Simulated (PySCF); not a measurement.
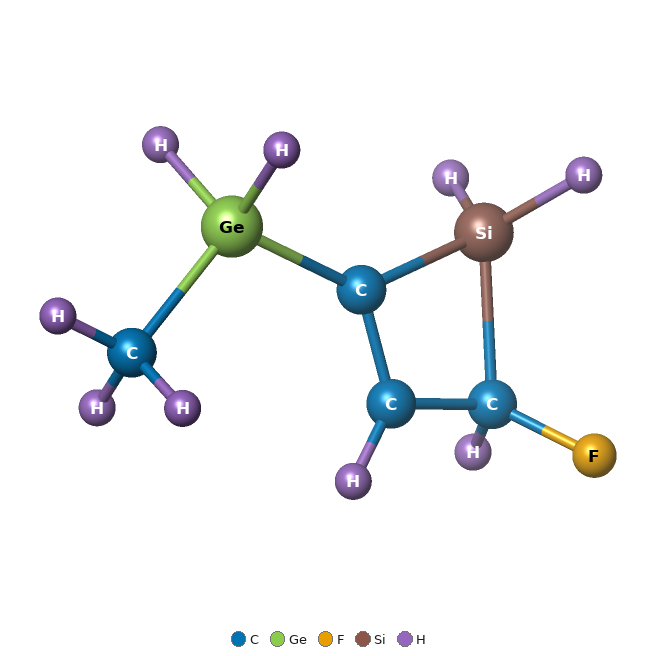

Every bond is drawn as one stick, whatever its order.

The computed structure is the end point of a GFN2-xTB optimisation. No frequency run is at hand to confirm it as a minimum.

Question: Give the formula.

Answer: C4H9FGeSi, 16 atoms: 4 carbon, 9 hydrogen, 1 fluorine, 1 germanium and 1 silicon.

Question: What is its SMILES?

Answer: [CH3][GeH2][C]1=C[C@H](F)[SiH2]1

Question: Count the bonded pairs by element.

Answer: 5 C–H, 2 C–Ge, 2 C–C, 2 C–Si, 2 Ge–H, 2 Si–H, 1 C–F.

The parts below concern this one geometry. Atoms keep their numbers from picture to picture.

### Shape

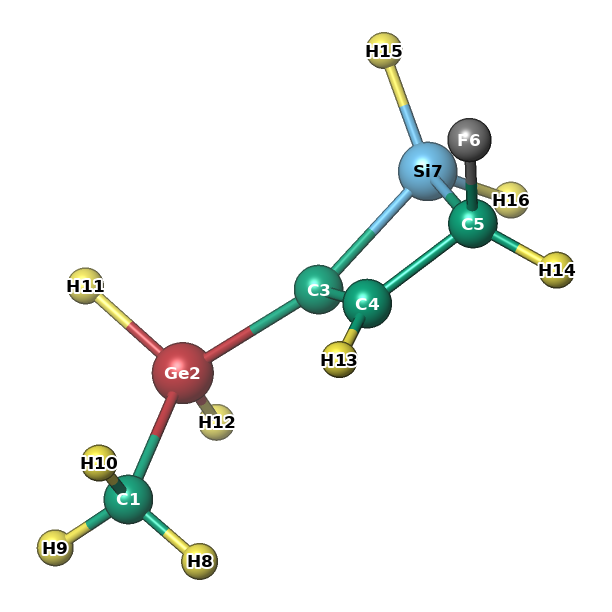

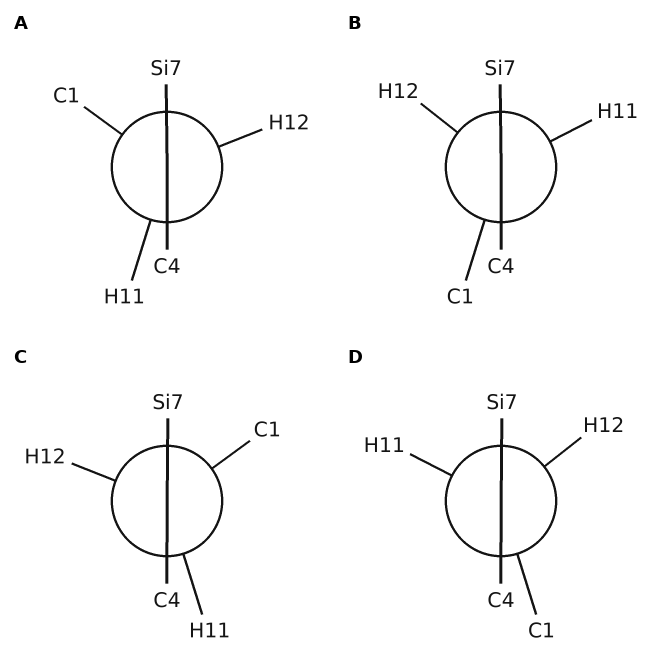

Atoms fade into the background with distance from the viewer. Bonds that would overlap in a projection are set slightly apart. No frequency run is at hand to confirm it as a minimum.

Question: Which Newman projection shows the view along C3–Ge2, with C3 in front?

Answer: D. The torsion angle Si7–C3–Ge2–C1 is 174°, antiperiplanar (anti).

### Dipole moment

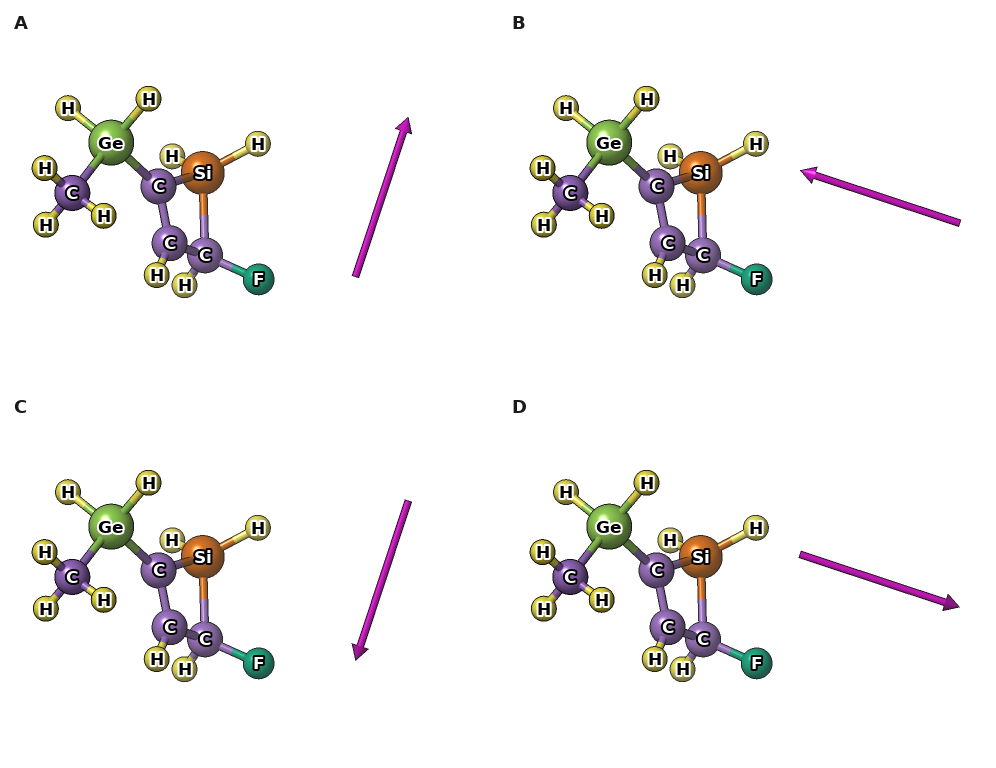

The same molecule four times, each with an arrow. No frequency run is at hand to confirm it as a minimum. Properties computed with CAM-B3LYP/def2-SVPD, gas phase (PySCF 2.14.0).

Question: Which arrow points along the dipole moment, from the negative to the positive end?

Answer: B. The dipole moment is 1.91 D.

### Excitation

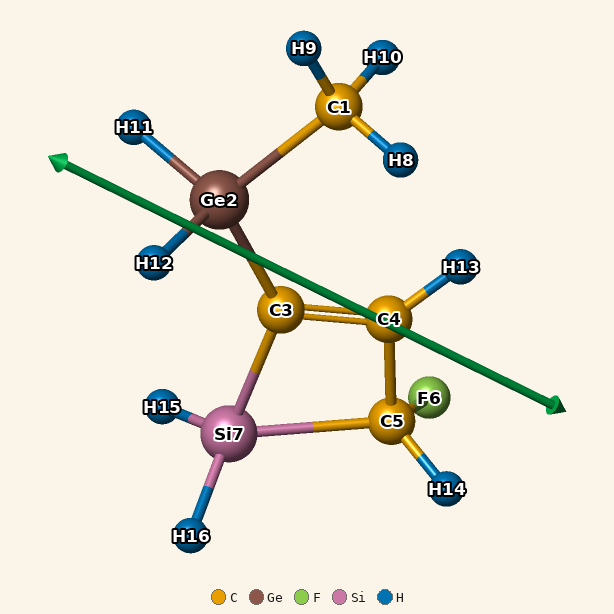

The double arrow shows the direction of the transition dipole to excited singlet state 2 (its length means nothing). No frequency run is at hand to confirm it as a minimum. Level of theory: TDDFT CAM-B3LYP/def2-SVPD, vertical, gas phase, core orbitals frozen in the response (PySCF 2.14.0).

Question: Where does the transition lie, and how strong is it?

Answer: 6.15 eV (202 nm), oscillator strength 0.021, of mixed character, with the largest part HOMO−2 → LUMO (weight 0.45); transition dipole 0.96 D.

### Polarisability

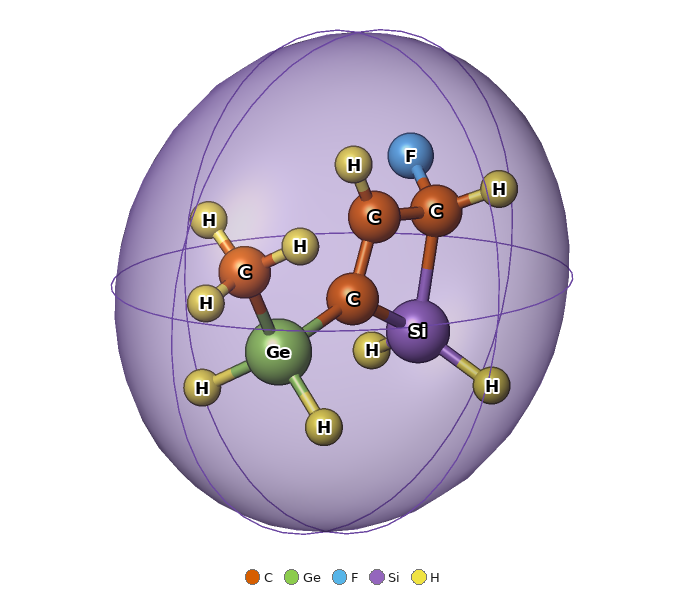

The ellipsoid shows the static dipole polarisability: its half-axes are proportional to the principal values. No frequency run is at hand to confirm it as a minimum. Level of theory: CAM-B3LYP/def2-SVPD (PySCF 2.14.0).

Question: Give the principal values, the mean and the anisotropy.

Answer: Principal values 81.2, 106.7, 120.3 bohr³; mean 102.8 bohr³ (15.23 Å³); anisotropy 34.4 bohr³, so the longest axis is 1.48 times the shortest.

The geometry is semi-empirical. Around Ge, Si such bond lengths and angles can be off by a tenth of an ångström or more and by several degrees, and values that hang on the shape move with them.
